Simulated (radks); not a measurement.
All numbers are computed, not measured: non-relativistic Kohn-Sham, r2SCAN, spin-polarised, spherical densities, point nucleus (the in-house radial solver radks). The occupation of the 5s shell is varied from Zr²⁺ ([Kr] 4d2 (high spin)) to Zr⁺ ([Kr] 4d2 5s1 (high spin)), with spherical fractional occupations. Wanted, and plotted below: the total energy less the straight line between the end points, and the eigenvalue of 5s↑ (the dashed line is minus the energy to take the whole electron out).

The curve is convex (below the straight line), with the largest deviation among the points computed, −0.62 eV, at 0.5. The end points differ by 13.0 eV, the energy to take the electron out. The eigenvalue, which is the slope of the energy (Janak's theorem), moves from −15.4 eV at 0 to −10.4 eV at 1; for a straight line it would stay constant, and a parabola would sag by an eighth of this change, scaled to a whole electron, 0.63 eV. Convexity is the delocalisation error: fractional charges are too low in energy.

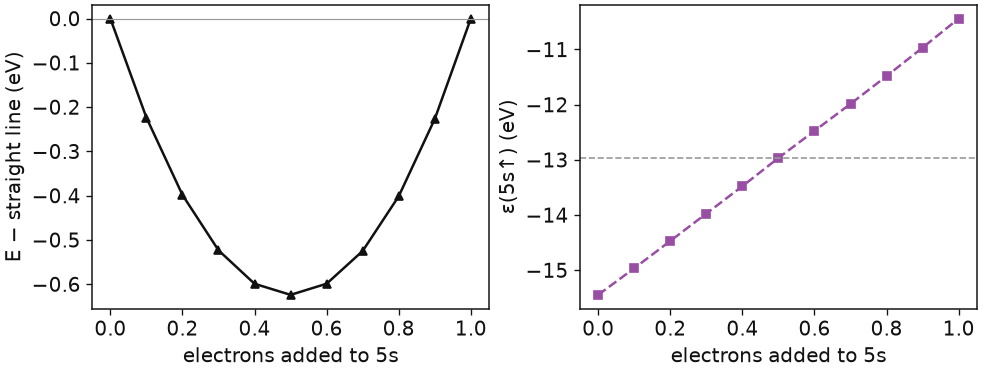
